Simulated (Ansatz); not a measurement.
# F2H2HfO2: the cost of one run

Program: Ansatz 0.2.0. Level of theory: RHF/def2-SVP. These are calculated values, not measurements.

### Step 1. The starting structure

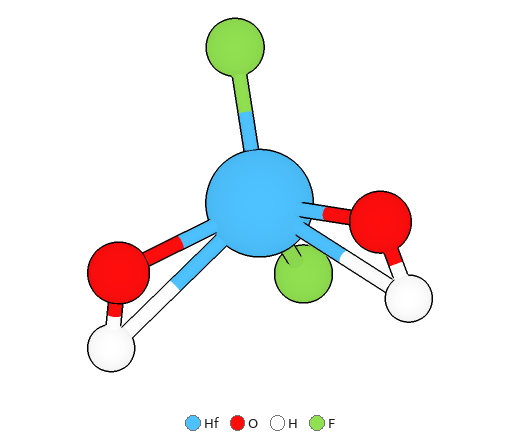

The starting structure, seen from a chosen angle (hafnium blue, oxygen red, hydrogen white, fluorine green).

Coordinates:

```xyz
7

Hf    0.0000    0.0000    0.0000
O     0.0000    0.0000    2.0700
H    -0.9095   -0.2814    2.4071
F     1.8671    0.0000   -0.6593
O    -0.9750    1.6891   -0.6893
H    -1.9328    1.4584   -0.9117
F    -0.9326   -1.6157   -0.6593
```

### Step 2. Relaxing the start

The input, input.yaml:

```yaml
crystal:
  periodic: [false, false, false]
  atoms:
    - { symbol: Hf, position_ang: [0.0, 0.0, 0.0] }
    - { symbol: O, position_ang: [0.0, 0.0, 2.07] }
    - { symbol: H, position_ang: [-0.9095, -0.2814, 2.4071] }
    - { symbol: F, position_ang: [1.8671, 0.0, -0.6593] }
    - { symbol: O, position_ang: [-0.975, 1.6891, -0.6893] }
    - { symbol: H, position_ang: [-1.9328, 1.4584, -0.9117] }
    - { symbol: F, position_ang: [-0.9326, -1.6157, -0.6593] }
basis:
  gaussian: { orbitals: def2-SVP }
hamiltonian:
  xc: hf
relax:
  f_tol: 0.02
  max_steps: 40
output:
  orbitals: {}
```

Started as:

```
$ ansatz run input.yaml --threads 1 --pin off --max-ram 2048MiB --backend cpu --events-out ev --progress --plain --runs-dir out
```

**Question.** How long does this run take on 1 thread of Arm Neoverse V1, shared host, and how much memory does it need?

About 20 s, with a peak of 0.18 GiB.
